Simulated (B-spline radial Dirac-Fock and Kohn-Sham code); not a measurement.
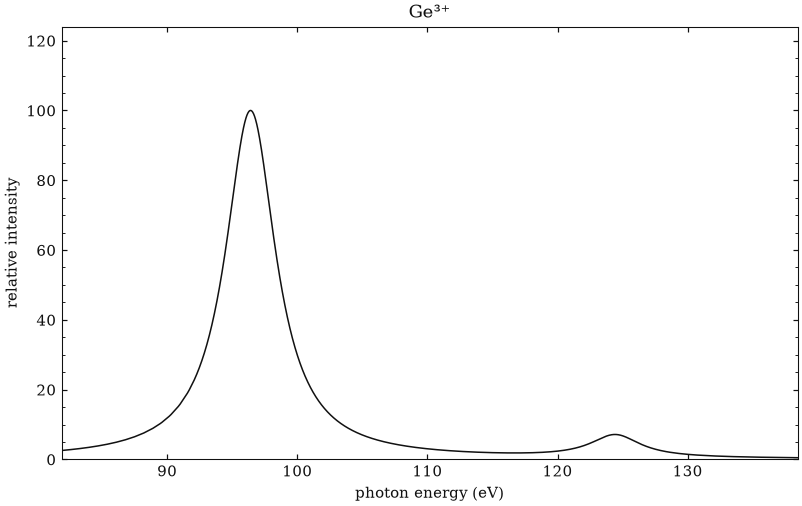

X-ray emission lines that fill an M3 (3p3/2) hole, broadened by a Lorentzian of 4.7 eV full width. System: the ion Ge³⁺ in the configuration [Ar] 3d10 4s1, inside a Watson sphere of charge −3 and radius 2.4 Å that stands in for a crystal. Level of theory: independent-particle rates on relativistic LDA orbitals of the hole state (multipoles to L = 3), energies from Dirac–Fock ΔSCF; calculated with a radial B-spline solver. Widths ruled by Coster–Kronig decay come out up to twice the measured ones in this model.

Question: What are the natural width, lifetime and fluorescence yield of the M3 hole?

Answer: Width 3.11 eV, lifetime 0.211 fs, fluorescence yield 5.80 × 10⁻⁵.

Question: How far apart are M3-M5 and M3-M4, and what is their intensity ratio?

Answer: 0.553 eV apart, with M3-M4 at 0.11 of the intensity of M3-M5.
